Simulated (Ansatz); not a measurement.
# Nudged elastic band of Si2NH7O

The run: nudged elastic band of Si2NH7O. Method and program: RKS PBE0-D4/def2-SVP (Ansatz 0.2.0).

Figures and captions count atoms from 1; the log counts them from 0 in places.

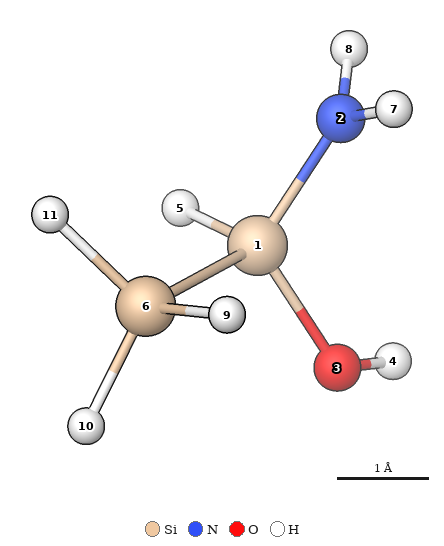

Fig. 1: The starting structure (ball-and-stick view, seen at a tilt; atoms are numbered from 1 in the order of the input). Bond lengths as drawn: H–N 1.00 to 1.01 Å, H–O 0.96 Å, H–Si 1.49 Å, N–Si 1.71 Å, O–Si 1.65 Å and Si–Si 2.34 Å.

## Summary

| quantity | value |
| --- | --- |
| outcome | converged |
| barrier, forward | 1.640 eV |
| barrier, backward | 0.311 eV |
| dipole moment (one image of the band) | 4.53 D |
| hardware | 4 threads of Arm Neoverse V1, 23 GiB of memory available, shared host |
| wall time | 2.3 min (CPU time 8.6 min) |
| peak memory | 0.48 GiB |

## Input file
```yaml
crystal:
  periodic: [false, false, false]
  atoms:
    - {symbol: Si, position_ang: [-0.408608, 0.509491, -0.153414]}
    - {symbol: N, position_ang: [0.777591, 1.433259, 0.658858]}
    - {symbol: O, position_ang: [-0.378817, 0.610787, -1.803485]}
    - {symbol: H, position_ang: [-0.453974, 1.484775, -2.191579]}
    - {symbol: H, position_ang: [-1.696152, 1.042882, 0.376483]}
    - {symbol: Si, position_ang: [-0.104243, -1.772279, 0.259862]}
    - {symbol: H, position_ang: [1.763365, 1.238741, 0.625577]}
    - {symbol: H, position_ang: [0.566487, 2.294196, 1.132108]}
    - {symbol: H, position_ang: [1.311278, -2.151312, -0.013612]}
    - {symbol: H, position_ang: [-0.988662, -2.621840, -0.582136]}
    - {symbol: H, position_ang: [-0.388366, -2.068599, 1.691337]}
basis:
  gaussian: {orbitals: def2-SVP}
hamiltonian: {xc: pbe0, dispersion: d4}
neb:
  images: 5
  climbing: true
  max_iterations: 40
  initial_path: idpp
  final_atoms:
    - {symbol: Si, position_ang: [-0.758297, 0.319879, -0.650514]}
    - {symbol: N, position_ang: [0.657991, 1.474522, 0.116469]}
    - {symbol: O, position_ang: [-0.626316, 0.566861, -2.160474]}
    - {symbol: H, position_ang: [0.487077, 2.397586, -0.276165]}
    - {symbol: H, position_ang: [-1.860503, 0.921485, 0.176841]}
    - {symbol: Si, position_ang: [-0.149135, -1.747545, 0.308446]}
    - {symbol: H, position_ang: [1.553739, 1.158124, -0.245232]}
    - {symbol: H, position_ang: [0.708685, 1.543891, 1.129373]}
    - {symbol: H, position_ang: [1.200085, -2.173285, -0.162834]}
    - {symbol: H, position_ang: [-1.130553, -2.809751, -0.035698]}
    - {symbol: H, position_ang: [-0.082873, -1.651666, 1.799788]}
```

Run as:
```bash
ansatz run in.yaml --threads 4 --pin off --events-out ev --progress --plain --max-ram 9574MiB
```

## Output
```
Functional definition: PBE0
  name "PBE0"
  cite "Adamo & Barone, J. Chem. Phys. 110, 6158 (1999) doi:10.1063/1.478522"
  cite "Perdew, Burke & Ernzerhof, Phys. Rev. Lett. 77, 3865 (1996) doi:10.1103/PhysRevLett.77.3865"
  parent pbe
  parameter a = 0.25
  parameter kappa = 0.804
  parameter beta = 0.06672455060314922
  exchange = (1 - a)*pbe_x(kappa = kappa, mu = beta*pi^2/3) + a*exact_x
  correlation = pbe_c(beta = beta)
1028 factors; integrals over basis functions are off by at most 4.7e-4 eV
mean field evaluation 1: about -19381.9825 eV, gradient 6.4e1 eV
mean field evaluation 2: about -19373.9101 eV, gradient 8.8e1 eV
mean field evaluation 4: about -19389.5236 eV, gradient 2.5e0 eV
mean field evaluation 8: about -19389.5450 eV, gradient 1.5e-2 eV
mean field -19389.54502727 eV, -712.5526370466 hartree, gradient 7.5e-6 eV, S^2 0.000000; 0 other end points of the search recorded, 0 dependent functions left out
the calculation of the forces begins
reference -19389.54505612 eV, -712.5526381068 hartree; 25, 25 occupied and 74, 74 virtual orbitals, 1028 factors
1027 factors; integrals over basis functions are off by at most 1.1e-3 eV
mean field evaluation 16: about -19379.0391 eV, gradient 6.8e1 eV
mean field -19388.21337156 eV, -712.5036996016 hartree, gradient 4.2e-5 eV, S^2 0.000000; 0 other end points of the search recorded, 0 dependent functions left out
[... from here on the field's lines of each further geometry are left out, up to the last ...]
WARN: NEB end point (image 0): max|allowed force component| = 5.850e-1 eV/Å (the criterion of neb.relax_end_points is 1.000e-2). That is over neb.f_tol: it is no minimum, so the barrier can be far off. Relax it first
WARN: NEB end point (image 6): max|allowed force component| = 7.559e-1 eV/Å (the criterion of neb.relax_end_points is 1.000e-2). That is over neb.f_tol: it is no minimum, so the barrier can be far off. Relax it first
NEB iter   1: max|band force component| = 5.725e0 eV/Å  barrier→ = 4.3321 eV  barrier← = 3.0032 eV  Δτ_max = 0.2000 Å  (179 SCF iters)
NEB iter   2: max|band force component| = 5.314e0 eV/Å  barrier→ = 3.2506 eV  barrier← = 1.9217 eV  Δτ_max = 0.2000 Å  (146 SCF iters)
NEB iter   3: max|band force component| = 1.392e1 eV/Å  barrier→ = 2.0450 eV  barrier← = 0.7161 eV  Δτ_max = 0.1012 Å  (142 SCF iters)
NEB iter   4: max|band force component| = 2.551e0 eV/Å  barrier→ = 1.8919 eV  barrier← = 0.5630 eV  Δτ_max = 0.1757 Å  (137 SCF iters)
NEB iter   5: max|band force component| = 1.314e0 eV/Å  barrier→ = 1.7297 eV  barrier← = 0.4007 eV  Δτ_max = 0.1973 Å  (129 SCF iters)
NEB iter   6: max|band force component| = 6.929e-1 eV/Å  barrier→ = 1.5127 eV  barrier← = 0.1838 eV  Δτ_max = 0.2000 Å  (129 SCF iters)
NEB iter   7: max|band force component| = 5.879e-1 eV/Å  barrier→ = 1.4262 eV  barrier← = 0.0972 eV  Δτ_max = 0.1592 Å  (128 SCF iters)
NEB iter   8: max|band force component| = 1.376e0 eV/Å  barrier→ = 1.4705 eV  barrier← = 0.1416 eV  CI = image 3  Δτ_max = 0.1996 Å  (128 SCF iters)
NEB iter   9: max|band force component| = 6.919e-1 eV/Å  barrier→ = 1.6522 eV  barrier← = 0.3233 eV  CI = image 3  Δτ_max = 0.1971 Å  (131 SCF iters)
NEB iter  10: max|band force component| = 1.554e0 eV/Å  barrier→ = 1.7896 eV  barrier← = 0.4607 eV  CI = image 3  Δτ_max = 0.1005 Å  (128 SCF iters)
NEB iter  11: max|band force component| = 8.258e-1 eV/Å  barrier→ = 1.7020 eV  barrier← = 0.3730 eV  CI = image 3  Δτ_max = 0.1273 Å  (124 SCF iters)
NEB iter  12: max|band force component| = 2.371e-1 eV/Å  barrier→ = 1.6546 eV  barrier← = 0.3257 eV  CI = image 3  Δτ_max = 0.0729 Å  (125 SCF iters)
NEB iter  13: max|band force component| = 7.569e-2 eV/Å  barrier→ = 1.6443 eV  barrier← = 0.3154 eV  CI = image 3  Δτ_max = 0.0627 Å  (120 SCF iters)
NEB iter  14: max|band force component| = 3.808e-1 eV/Å  barrier→ = 1.6430 eV  barrier← = 0.3141 eV  CI = image 3  Δτ_max = 0.0315 Å  (119 SCF iters)
NEB iter  15: max|band force component| = 2.111e-1 eV/Å  barrier→ = 1.6418 eV  barrier← = 0.3128 eV  CI = image 3  Δτ_max = 0.0313 Å  (118 SCF iters)
NEB iter  16: max|band force component| = 9.045e-2 eV/Å  barrier→ = 1.6407 eV  barrier← = 0.3118 eV  CI = image 3  Δτ_max = 0.0501 Å  (119 SCF iters)
NEB iter  17: max|band force component| = 9.287e-2 eV/Å  barrier→ = 1.6404 eV  barrier← = 0.3115 eV  CI = image 3  Δτ_max = 0.0118 Å  (116 SCF iters)
the calculation of the forces begins
reference -19388.22894592 eV, -712.5042719489 hartree; 25, 25 occupied and 74, 74 virtual orbitals, 1028 factors
these checks for a lower state are left out or cut short: stability, starts, cluster_reference, orbital_swaps, neighbouring_geometries, increment
1028 factors; integrals over basis functions are off by at most 1.1e-3 eV
mean field -19388.22148867 eV, -712.5039979000 hartree, gradient 8.8e-7 eV, S^2 0.000000; 0 other end points of the search recorded, 0 dependent functions left out
the calculation of the forces begins
reference -19388.22151612 eV, -712.5039989089 hartree; 25, 25 occupied and 74, 74 virtual orbitals, 1028 factors
NEB iter  18: max|band force component| = 3.503e-2 eV/Å  barrier→ = 1.6402 eV  barrier← = 0.3113 eV  CI = image 3  CI's point: of a kind that is not told: the force calls were inconclusive, a negative curvature could not be distinguished from the path's own, the only one lies far off the path, or fixed occupations may fill a level only in part  Δτ_max = 0.0000 Å  (972 SCF iters)
```

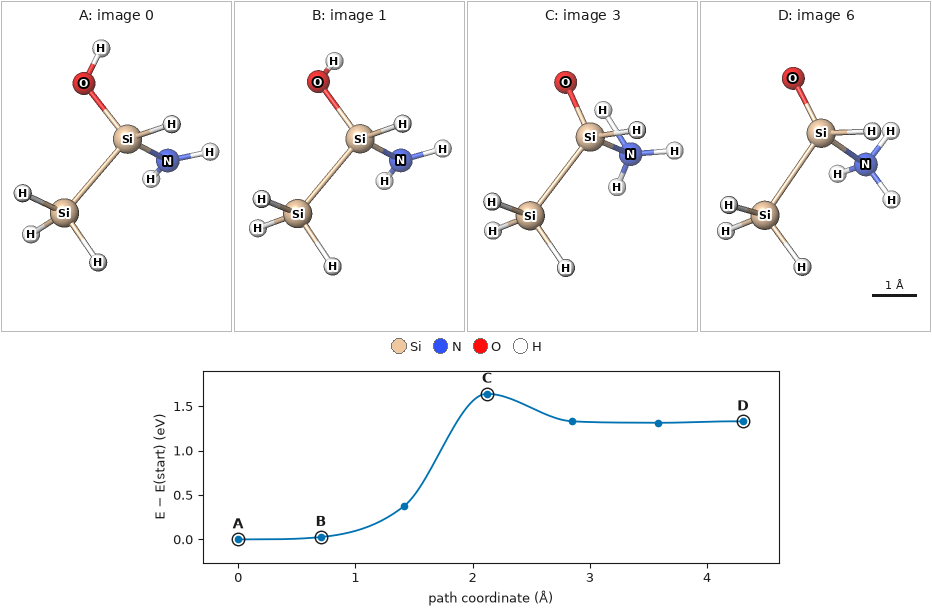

Fig. 2: Images of the last band (counted from 0; ball-and-stick, seen at a tilt) above the energy along the path; the line is a cubic interpolation that uses the forces. The highest image is number 3, 1.640 eV above the start and 0.311 eV above the end (the climbing image); the end lies 1.329 eV above the start. The path is 4.31 Å long. The band converged in 18 iterations. The end points carry forces over 0.1 eV/Å, so they aren't fully relaxed minima and the barriers are approximate.

```
Total energy: -19388.09609045 eV, -712.4993896007 hartree
Atom 0 at    -0.711725     0.299199    -0.424015 Å, force    -0.019193     0.002656     0.001681 eV/Å
Atom 1 at     0.607697     1.573764     0.084375 Å, force     0.006323    -0.007868    -0.015819 eV/Å
Atom 2 at    -0.361127     0.741930    -1.921119 Å, force    -0.005067     0.000027     0.007307 eV/Å
Atom 3 at     0.470784     1.559437    -1.109986 Å, force     0.006426     0.000512    -0.005103 eV/Å
Atom 4 at    -1.967713     0.771650     0.247906 Å, force     0.002213     0.000312    -0.000772 eV/Å
Atom 5 at    -0.084310    -1.812444     0.397591 Å, force     0.000318     0.001021    -0.001172 eV/Å
Atom 6 at     1.523430     1.265191     0.410960 Å, force     0.002533     0.005890     0.009069 eV/Å
Atom 7 at     0.338556     2.429936     0.569729 Å, force     0.001614    -0.002276     0.004424 eV/Å
Atom 8 at     1.314647    -2.122387    -0.035075 Å, force     0.003424     0.001646     0.003295 eV/Å
Atom 9 at    -0.999911    -2.876574    -0.116079 Å, force     0.004146    -0.001222    -0.002675 eV/Å
Atom 10 at    -0.130430    -1.829599     1.895712 Å, force    -0.002735    -0.000697    -0.000236 eV/Å
Dipole moment:     0.359795     0.337457     0.804451 e Å
```

## The last band as extended XYZ (Å, eV, eV/Å)
```
11
Properties=species:S:1:pos:R:3:forces:R:3 image=0 energy=-19389.73627
Si   -0.4086    0.5095   -0.1534   -0.1920  -0.2115   0.3635
N     0.7776    1.4333    0.6589    0.0261  -0.0316   0.0489
O    -0.3788    0.6108   -1.8035    0.0500  -0.1392  -0.5850
H    -0.4540    1.4848   -2.1916   -0.0169   0.1501  -0.0570
H    -1.6962    1.0429    0.3765   -0.1359   0.0205   0.0728
Si   -0.1042   -1.7723    0.2599   -0.0235   0.1505  -0.0357
H     1.7634    1.2387    0.6256    0.3173  -0.0605  -0.0012
H     0.5665    2.2942    1.1321   -0.0514   0.2825   0.1508
H     1.3113   -2.1513   -0.0136    0.1356  -0.0365  -0.0253
H    -0.9887   -2.6218   -0.5821   -0.0870  -0.0884  -0.0778
H    -0.3884   -2.0686    1.6913   -0.0224  -0.0360   0.1458
11
Properties=species:S:1:pos:R:3:forces:R:3 image=1 energy=-19389.70937
Si   -0.4967    0.4785   -0.1811    0.0249  -0.0148  -0.0075
N     0.6724    1.4541    0.6232   -0.0119   0.0302   0.0576
O    -0.4014    0.6641   -1.8453    0.0030  -0.0503   0.0284
H     0.0108    1.5072   -2.0639   -0.0577   0.0056  -0.1217
H    -1.8256    0.9341    0.3348    0.0169   0.0229  -0.0039
Si   -0.1016   -1.7850    0.2789    0.0078   0.0113  -0.0004
H     1.6650    1.2577    0.6298    0.0030  -0.0009   0.0166
H     0.4488    2.3556    1.0244    0.0207  -0.0117   0.0446
H     1.2634   -2.1622   -0.2104    0.0023  -0.0017   0.0078
H    -1.0994   -2.7040   -0.3510    0.0003   0.0188  -0.0191
H    -0.1358   -1.9999    1.7606   -0.0092  -0.0095  -0.0024
11
Properties=species:S:1:pos:R:3:forces:R:3 image=2 energy=-19389.36158
Si   -0.6000    0.4148   -0.2564    0.1774   0.1315   0.2124
N     0.6087    1.4975    0.3869   -0.0416  -0.1019   0.3880
O    -0.3861    0.8170   -1.8682    0.0315   0.0074   0.0485
H     0.2838    1.4951   -1.6245   -0.2659  -0.1496  -0.8829
H    -1.9366    0.8046    0.2904    0.0172   0.0285  -0.0685
Si   -0.0867   -1.8047    0.3251    0.0160   0.0329  -0.0153
H     1.5765    1.2328    0.5126    0.0402   0.0044   0.1615
H     0.3904    2.4037    0.7778    0.0176   0.0023   0.2019
H     1.2919   -2.1403   -0.1518    0.0123  -0.0065   0.0026
H    -1.0422   -2.8225   -0.2127   -0.0003   0.0544  -0.0332
H    -0.1000   -1.8980    1.8207   -0.0044  -0.0035  -0.0149
11
Properties=species:S:1:pos:R:3:forces:R:3 image=3 energy=-19388.09606
Si   -0.7117    0.2992   -0.4240   -0.0192   0.0027   0.0017
N     0.6077    1.5738    0.0844    0.0063  -0.0079  -0.0158
O    -0.3611    0.7419   -1.9211   -0.0051   0.0000   0.0073
H     0.4708    1.5594   -1.1100    0.0064   0.0005  -0.0051
H    -1.9677    0.7716    0.2479    0.0022   0.0003  -0.0008
Si   -0.0843   -1.8124    0.3976    0.0003   0.0010  -0.0012
H     1.5234    1.2652    0.4110    0.0025   0.0059   0.0091
H     0.3386    2.4299    0.5697    0.0016  -0.0023   0.0044
H     1.3146   -2.1224   -0.0351    0.0034   0.0016   0.0033
H    -0.9999   -2.8766   -0.1161    0.0041  -0.0012  -0.0027
H    -0.1304   -1.8296    1.8957   -0.0027  -0.0007  -0.0002
11
Properties=species:S:1:pos:R:3:forces:R:3 image=4 energy=-19388.40605
Si   -0.7825    0.2177   -0.6087   -0.0242  -0.0167  -0.0186
N     0.5902    1.5594    0.0170    0.0159  -0.0022   0.0070
O    -0.5942    0.4197   -2.1374   -0.0401  -0.0321  -0.0273
H     0.7834    1.8895   -0.9375    0.0434   0.0536   0.0276
H    -1.9416    0.8003    0.1628    0.0092   0.0062  -0.0007
Si   -0.0683   -1.7689    0.4503   -0.0031   0.0048  -0.0044
H     1.4602    1.2081    0.4215   -0.0045  -0.0179   0.0012
H     0.2543    2.3403    0.5838   -0.0080  -0.0104   0.0050
H     1.3478   -2.0789    0.0667    0.0015   0.0076   0.0032
H    -0.9324   -2.9156    0.0331    0.0074  -0.0040   0.0075
H    -0.1170   -1.6714    1.9484    0.0025   0.0111  -0.0005
11
Properties=species:S:1:pos:R:3:forces:R:3 image=5 energy=-19388.42225
Si   -0.7739    0.1677   -0.7217    0.0004   0.0001  -0.0010
N     0.5562    1.5248   -0.0226   -0.0016  -0.0030   0.0018
O    -0.5476    0.2662   -2.2520    0.0012  -0.0012  -0.0004
H     0.6027    2.1648   -0.8217   -0.0019   0.0047   0.0019
H    -1.9567    0.7978   -0.0253    0.0004   0.0000  -0.0017
Si   -0.0578   -1.7118    0.5174   -0.0001   0.0007   0.0003
H     1.4922    1.1330    0.1012    0.0005   0.0006  -0.0057
H     0.3063    2.0513    0.8171    0.0020  -0.0037   0.0027
H     1.3902   -1.9787    0.2273   -0.0002   0.0001   0.0010
H    -0.8410   -2.9397    0.1827   -0.0004   0.0004   0.0010
H    -0.1707   -1.4754    1.9975   -0.0004   0.0013   0.0001
11
Properties=species:S:1:pos:R:3:forces:R:3 image=6 energy=-19388.40733
Si   -0.6862    0.1507   -0.7790   -0.2761  -0.2348   0.4439
N     0.5209    1.5325   -0.0300   -0.0791  -0.0983   0.0632
O    -0.3717    0.1939   -2.2816    0.1691   0.0168  -0.7559
H     0.3338    2.3703   -0.5764   -0.0207   0.2233  -0.1329
H    -1.9327    0.7544   -0.1932   -0.0916   0.0572   0.0906
Si   -0.0543   -1.6928    0.5503   -0.0356   0.1226  -0.0299
H     1.4788    1.2557   -0.2276    0.2686  -0.0391  -0.0434
H     0.4293    1.7485    0.9591    0.0072   0.0946   0.2682
H     1.3748   -2.0492    0.3171    0.1420  -0.0342  -0.0269
H    -0.8958   -2.8821    0.2549   -0.0789  -0.1248  -0.0304
H    -0.1969   -1.3817    2.0065   -0.0050   0.0168   0.1535
```

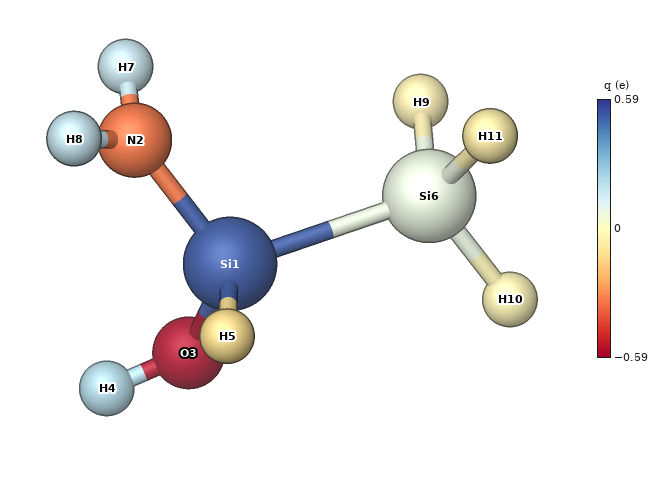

Fig. 3: Mulliken charges, as the colour of each atom (ball-and-stick view, seen at an oblique angle; atoms are numbered from 1 in the order of the input). By element: Si +0.07 to +0.52, N −0.33, O −0.56 and H −0.11 to +0.23 e.
